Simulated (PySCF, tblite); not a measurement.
# C₄H₁₀ClSi₂ radical: geometry, infrared bands and EPR parameters

What infrared bands and EPR parameters should C₄H₁₀ClSi₂ radical (`CC[Si]1(Cl)C[SiH]C1`) show?

Computed with tblite 0.8.0 and PySCF 2.14.0, with density-fitted response routines of our own, on a single molecule in the gas phase. Atoms count from 0, in the outputs and in this text.

### Step 1. The molecule as given

17 atoms, charge 0, multiplicity 2; geometry from: force field or distance geometry start.

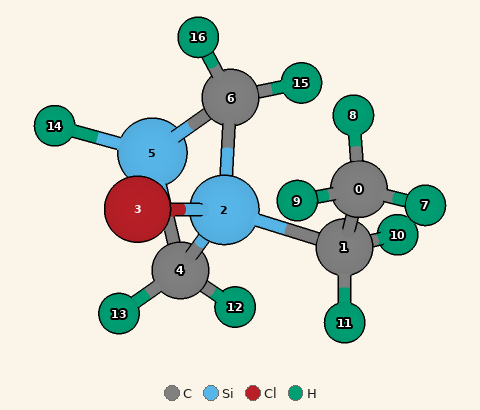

The starting geometry (carbon grey, silicon blue, chlorine red, hydrogen teal), atoms numbered.

### Step 2. Optimising the geometry with GFN2-xTB

What the job is given:

```
{"job": {"kind": "relax", "xc": "GFN2-xTB", "basis": "xTB"}, "charge": 0, "multiplicity": 2}
C     -2.365600    -0.287000    -0.128400
C     -1.275200     0.550200    -0.783900
Si     0.212800     0.277800     0.362000
Cl    -0.454600     0.486800     2.316600
C      1.734600     1.209900    -0.089800
Si     2.663900    -0.407500     0.071200
C      1.055700    -1.343900    -0.020000
H     -3.322600    -0.195700    -0.657100
H     -1.958700    -1.326900    -0.112800
H     -2.424700     0.023500     0.941800
H     -1.063400     0.243600    -1.810700
H     -1.555800     1.623700    -0.797600
H      1.728900     1.599400    -1.125700
H      1.972900     1.962300     0.687600
H      3.320000    -0.570700     1.375900
H      0.793700    -1.714700    -1.021600
H      0.931100    -2.118700     0.782400
```

Launch:

```bash
OMP_NUM_THREADS=1 python probes_run.py task.json out
```

The driver reads the jobs from task.json and runs them one after another.

Standard output:

```text
step      E/eV     max force
  0    -587.41938    2.327
  1    -587.64704    0.853
  2    -587.72026    0.649
  3    -587.80497    0.613
  4    -587.83893    0.581
  5    -587.87762    0.492
  6    -587.90120    0.430
  7    -587.92063    0.292
  8    -587.93742    0.263
  9    -587.95561    0.307
 10    -587.97152    0.351
 11    -587.98423    0.283
 12    -587.99515    0.294
 13    -588.00643    0.289
 14    -588.01639    0.228
 15    -588.02309    0.186
 16    -588.02699    0.169
 17    -588.02958    0.144
 18    -588.03175    0.135
 19    -588.03363    0.113
 20    -588.03500    0.079
 21    -588.03602    0.085
 22    -588.03696    0.107
 23    -588.03810    0.106
 24    -588.03963    0.131
 25    -588.04140    0.126
 26    -588.04299    0.109
 27    -588.04409    0.089
 28    -588.04492    0.073
 29    -588.04577    0.095
 30    -588.04676    0.102
 31    -588.04790    0.099
 32    -588.04910    0.103
 33    -588.05024    0.073
 34    -588.05120    0.089
 35    -588.05202    0.080
 36    -588.05286    0.093
 37    -588.05382    0.081
 38    -588.05482    0.095
 39    -588.05573    0.112
 40    -588.05655    0.089
 41    -588.05744    0.072
 42    -588.05863    0.096
 43    -588.06022    0.127
 44    -588.06187    0.123
 45    -588.06311    0.083
 46    -588.06385    0.059
 47    -588.06436    0.058
 48    -588.06487    0.078
 49    -588.06533    0.071
 50    -588.06569    0.046
 51    -588.06600    0.044
 52    -588.06636    0.052
 53    -588.06683    0.062
 54    -588.06737    0.054
 55    -588.06786    0.049
 56    -588.06826    0.055
 57    -588.06862    0.063
 58    -588.06897    0.058
 59    -588.06930    0.043
 60    -588.06965    0.052
 61    -588.06995    0.039
 62    -588.07011    0.036
 63    -588.07022    0.030
 64    -588.07033    0.031
 65    -588.07045    0.035
 66    -588.07060    0.034
 67    -588.07077    0.031
 68    -588.07095    0.039
 69    -588.07114    0.037
 70    -588.07134    0.037
 71    -588.07153    0.030
 72    -588.07166    0.022
 73    -588.07174    0.021
 74    -588.07182    0.020
 75    -588.07193    0.026
 76    -588.07209    0.030
 77    -588.07226    0.026
 78    -588.07239    0.028
 79    -588.07248    0.024
 80    -588.07255    0.019
 81    -588.07267    0.025
 82    -588.07283    0.029
 83    -588.07303    0.036
 84    -588.07324    0.044
 85    -588.07349    0.045
 86    -588.07382    0.039
 87    -588.07421    0.038
 88    -588.07452    0.031
 89    -588.07466    0.018
 90    -588.07469    0.016
 91    -588.07472    0.019
 92    -588.07474    0.013
 93    -588.07478    0.010
 94    -588.07479    0.012
 95    -588.07481    0.012
 96    -588.07483    0.012
 97    -588.07486    0.011
 98    -588.07488    0.012
 99    -588.07490    0.013
100    -588.07491    0.012
101    -588.07492    0.008
```

It took 0.83 s on 1 thread of Arm Neoverse V2, shared host.

Relaxation path: (not every step is listed)

```csv
step,energy from step 0 (eV),largest force (eV/Å)
0,0.0000,2.3272
1,-0.2277,0.8528
2,-0.3009,0.6488
3,-0.3856,0.6127
4,-0.4195,0.5806
5,-0.4582,0.4923
6,-0.4818,0.4301
7,-0.5012,0.2923
8,-0.5180,0.2626
16,-0.6076,0.1686
24,-0.6202,0.1306
32,-0.6297,0.1033
40,-0.6372,0.0886
48,-0.6455,0.0781
56,-0.6489,0.0549
64,-0.6509,0.0310
72,-0.6523,0.0225
80,-0.6532,0.0193
88,-0.6551,0.0308
96,-0.6554,0.0119
97,-0.6555,0.0114
98,-0.6555,0.0122
99,-0.6555,0.0129
100,-0.6555,0.0116
101,-0.6555,0.0082
```

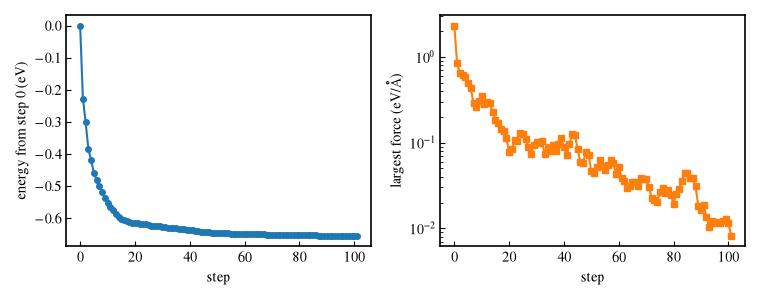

Energy and largest force along the relaxation.

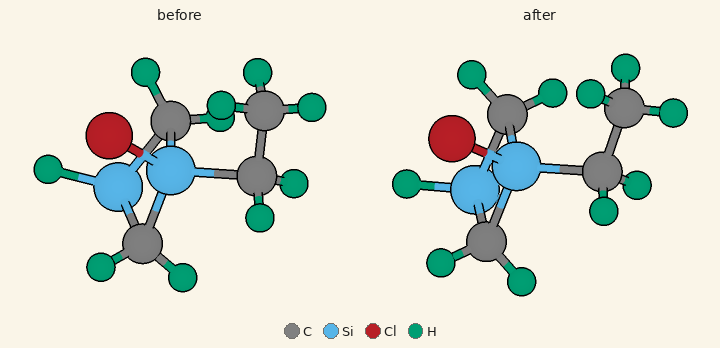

The geometry before (left) and after (right).

Close pairs (by a distance rule), those that changed most:

```csv
bond,before (Å),after (Å),change (Å)
Si2–C4,1.841,1.918,+0.077
Si5–C6,1.863,1.933,+0.070
C4–Si5,1.872,1.930,+0.058
Si2–C6,1.867,1.919,+0.052
Si2–Cl3,2.076,2.040,-0.036
C6–H16,1.122,1.088,-0.035
C0–H8,1.117,1.088,-0.029
C0–H9,1.116,1.088,-0.028
```

The final coordinates are the input of the step that follows.

### Step 3. Harmonic vibrations with GFN2-xTB

What the job is given:

```
{"job": {"kind": "ir", "xc": "GFN2-xTB", "basis": "xTB"}, "charge": 0, "multiplicity": 2}
C     -2.525461    -0.314036    -0.314375
C     -1.335538     0.563537    -0.685747
Si     0.166795     0.282626     0.444934
Cl    -0.386313     0.605434     2.381836
C      1.771122     1.225725    -0.019941
Si     2.744924    -0.431054    -0.202041
C      1.111217    -1.373428     0.223770
H     -3.371639    -0.118153    -0.971078
H     -2.266028    -1.367310    -0.397175
H     -2.837098    -0.121161     0.709670
H     -1.049445     0.363018    -1.718015
H     -1.636118     1.611314    -0.644069
H      1.701458     1.835770    -0.916000
H      2.159606     1.869394     0.765643
H      3.834234    -0.617524     0.765179
H      0.724206    -2.023271    -0.556622
H      1.187081    -1.978851     1.124119
```

Standard output:

```text
mode    cm-1     km/mol
  1      43.0      0.37
  2      53.2      0.93
  3     107.6      1.48
  4     134.3      2.41
  5     152.8      4.48
  6     180.7      5.31
  7     244.0      1.29
  8     267.2      3.84
  9     357.9      1.96
 10     461.7     51.53
 11     476.3      2.55
 12     512.0     24.38
 13     606.0      7.87
 14     633.2      7.58
 15     643.4     37.38
 16     672.6    146.63
 17     708.1     63.53
 18     734.7    201.95
 19     748.8    187.14
 20     791.8     59.19
 21     899.0      5.65
 22     945.5     11.57
 23     984.0     20.35
 24    1023.1      8.39
 25    1072.8      7.32
 26    1074.6     36.13
 27    1079.1     37.66
 28    1240.9      5.20
 29    1292.7      4.26
 30    1420.4      1.53
 31    1457.3      9.16
 32    1462.1      3.49
 33    1482.4      2.12
 34    1509.3      2.00
 35    1512.2      4.12
 36    2174.8    427.52
 37    2976.0     34.57
 38    2993.3     13.37
 39    2997.7     10.42
 40    3000.7     47.96
 41    3013.3     24.90
 42    3015.0     44.27
 43    3018.7     16.98
 44    3029.0     44.27
 45    3036.6     29.70
```

Wall time 0.73 s (1 thread of Arm Neoverse V2, shared host).

The strongest bands and the atoms that carry them (share of the mass-weighted mode):

```csv
cm⁻¹,km/mol,atoms
462,51.5,"H14 45 %, Si2 17 %, Cl3 16 %"
673,146.6,"C4 20 %, C6 16 %, Si5 14 %"
708,63.5,"C6 29 %, H11 16 %, H10 12 %"
735,201.9,"C4 35 %, Si2 19 %"
749,187.1,"H10 17 %, Si2 16 %, H11 12 %, C1 10 %"
792,59.2,"Si2 34 %, C6 20 %, C4 16 %"
2175,427.5,H14 97 %
3001,48.0,"H13 67 %, H16 13 %"
```

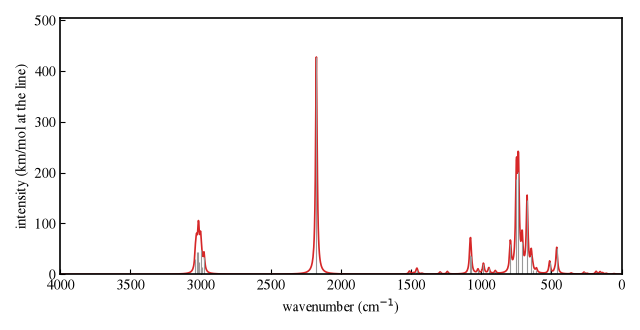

The infrared spectrum from these modes, unscaled. Lines are broadened to a width of 14 cm⁻¹ (Lorentzian).

### Step 4. g tensor and hyperfine couplings: B3LYP/pcH-1

Settings changed since step 3:

```diff
@@ -1,2 +1,2 @@
-{"job": {"kind": "ir", "xc": "GFN2-xTB", "basis": "xTB"}, "charge": 0, "multiplicity": 2}
+{"job": {"kind": "epr", "basis": "pcH-1"}, "charge": 0, "multiplicity": 2}
 C     -2.525461    -0.314036    -0.314375
```

With the program's defaults for keys left out, this is: UKS B3LYP, pcH-1 on C Cl H Si, non-relativistic, mean-field spin-orbit, GIAO.

Standard output:

```text
UKS, coarse grid
  cycle   1  E = -1197.58741663  |g| = 4.98e-01
  cycle   2  E = -1197.50962486  |g| = 6.09e-01
  cycle   3  E = -1197.70028671  |g| = 6.44e-02
  cycle   4  E = -1197.70195511  |g| = 3.92e-02
  cycle   5  E = -1197.70271006  |g| = 3.70e-03
  cycle   6  E = -1197.70271592  |g| = 2.18e-03
  cycle   7  E = -1197.70271798  |g| = 5.74e-04
UKS, final grid
  cycle   1  E = -1197.70269782  |g| = 7.64e-04
  cycle   2  E = -1197.70269750  |g| = 1.11e-03
  cycle   3  E = -1197.70269814  |g| = 5.07e-05
  cycle   4  E = -1197.70269814  |g| = 2.31e-05
E = -1197.70269814 Eh   <S^2> = 0.7513 (exact 0.7500)
g shifts (ppm)      1          2          3
  rmc          -136       -136       -136
  gc             47         27         55
  oz_so        -663        960       2730
  total        -752        851       2649
hyperfine (MHz)  atom isotope    a_iso     a_fc   dipolar eigenvalues
    0   13C      -0.27      -0.27     -0.19     -0.13      0.32
    1   13C       8.38       8.38     -1.19     -0.99      2.18
    2  29Si     -35.08     -35.08     -0.88      0.25      0.63
    3  35Cl       3.38       3.37     -1.09     -0.95      2.04
    4   13C      14.57      14.52     -6.03     -5.03     11.07
    5  29Si    -497.06    -498.03   -164.09     81.16     82.93
    6   13C      15.01      14.96     -5.97     -4.95     10.92
    7    1H       0.88       0.88     -0.38     -0.30      0.68
    8    1H      -0.02      -0.02     -0.60     -0.51      1.11
    9    1H       0.11       0.11     -0.46     -0.39      0.86
   10    1H      -0.69      -0.69     -1.33     -0.34      1.67
   11    1H      -0.16      -0.16     -0.90     -0.51      1.41
   12    1H      22.02      22.02     -4.83     -3.13      7.96
   13    1H      18.05      18.04     -4.25      0.13      4.11
   14    1H      76.25      76.24     -8.73      1.04      7.70
   15    1H      22.02      22.02     -4.82     -3.12      7.94
   16    1H      17.89      17.88     -4.21      0.11      4.09
```

Wall time 2.3 min (1 thread of Arm Neoverse V2, shared host); peak memory 1.1 GiB.

Principal g values 2.00157, 2.00317, 2.00497; g(iso) = 2.00324, against 2.00232 for a free electron.

Mean a(iso) over the nuclei that a row names, and the largest dipolar term of the row (other rows stand at the frozen geometry):

```csv
nuclei,isotope,a(iso) (MHz),"a(iso) (G, at g = 2.0023)",largest dipolar term (MHz)
Si5,29Si,-497.1,-177.4,-164.1
H14,1H,76.3,27.2,-8.7
Si2,29Si,-35.1,-12.5,-0.9
"H12, H15",1H,22.0,7.9,8.0
"H13, H16",1H,18.0,6.4,-4.2
"C4, C6",13C,14.8,5.3,11.1
C1,13C,8.4,3.0,2.2
Cl3,35Cl,3.4,1.2,2.0
"H10, H11",1H,-0.4,-0.2,1.7
"H7, H8, H9",1H,0.3,0.1,1.1
C0,13C,-0.3,-0.1,0.3
```

Mulliken spin populations:

C0 0.00; C1 0.01; Si2 0.01; Cl3 0.00; C4 0.02; Si5 0.89; C6 0.02; H7 0.00; H8 0.00; H9 0.00; H10 0.00; H11 0.00; H12 0.00; H13 0.01; H14 0.02; H15 0.00; H16 0.01

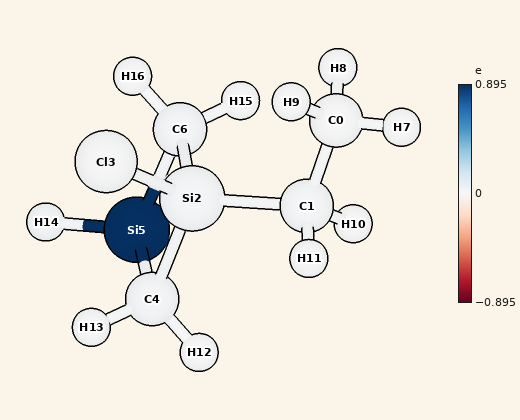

Mulliken spin populations, as colours on the atoms.

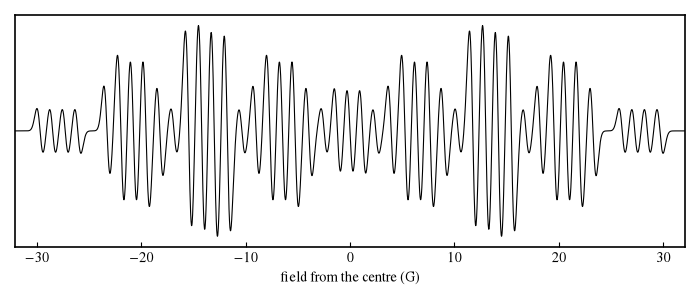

First-order isotropic spectrum (first derivative, main isotopes with spin only, couplings over 0.8 MHz, Gaussian width 0.3 G; couplings of the frozen geometry, rotation of groups not averaged beyond the rows shown).

Orbitals, density, ELF and potential are computed afterwards from the orbital file.

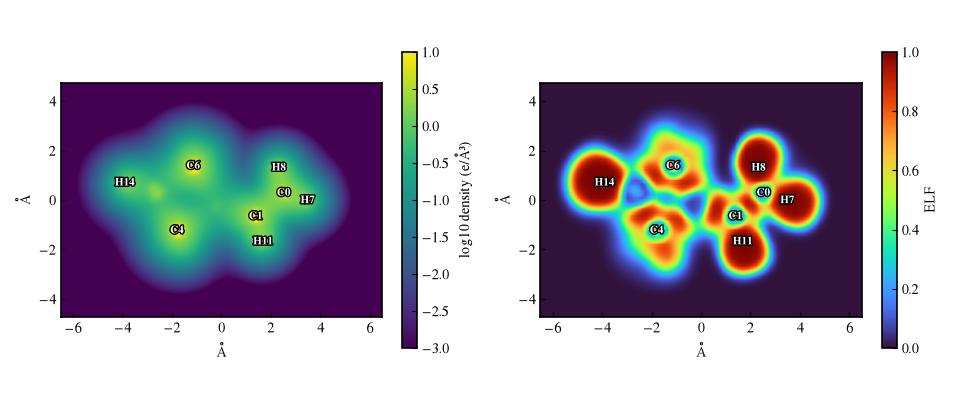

Density (left) and ELF (right) in a plane through or near 8 of the atoms.

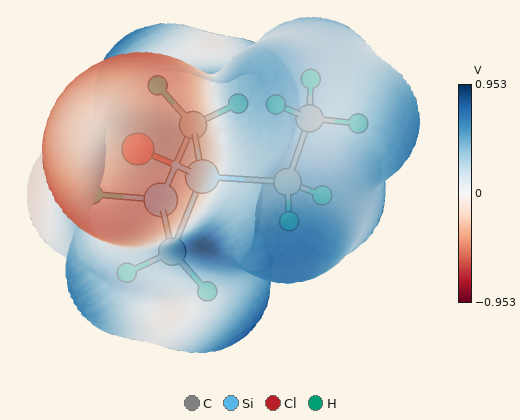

Electrostatic potential on the surface of density 0.002 e/bohr³; red is low, blue high. It runs from -0.54 V near Cl3 to 0.95 V near H10.

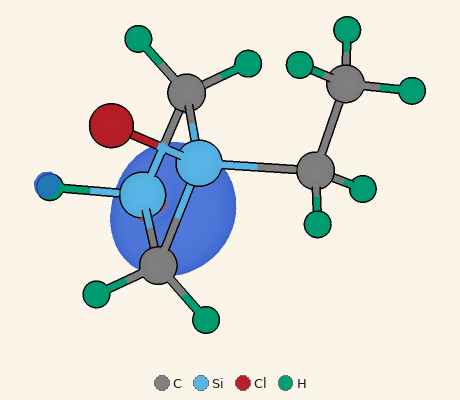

Spin density at ±0.06 e/Å³ (alpha excess blue, beta excess red).

### Step 5. Results

```
                                                                  quantity                    value
                                 strongest single infrared mode (GFN2-xTB)    2175 cm⁻¹, 428 km/mol
                                              zero-point energy (GFN2-xTB)            80.4 kcal/mol
                                                            g(iso) (B3LYP)                  2.00324
                                                                      ⟨S²⟩       0.751 (exact 0.75)
                                        largest a(iso) (averaged by class)  29Si on Si5, -497.1 MHz
potential on the surface of density 0.002 e/bohr³, 1st and 99th percentile       -0.54 V and 0.95 V
```

In words: The optimisation took 101 steps and gained 0.656 eV; among the close pairs (by a distance rule), Si2–C4 changed most, from 1.841 to 1.918 Å. No mode is imaginary among the 45: a minimum at this level. The strongest single mode, at 2175 cm⁻¹, moves mainly H14. Unscaled tight-binding wavenumbers are off by several per cent, some by more. Its intensities can rank the bands wrongly. Si5 carries the largest spin population, 0.89 e. The isotropic g lies 0.9 ppt above the free-electron value. These values are for one conformer; the search (at its own cheap level) found 2 more, at 0.27, 0.27 kcal/mol, and measured spectra average over such forms.
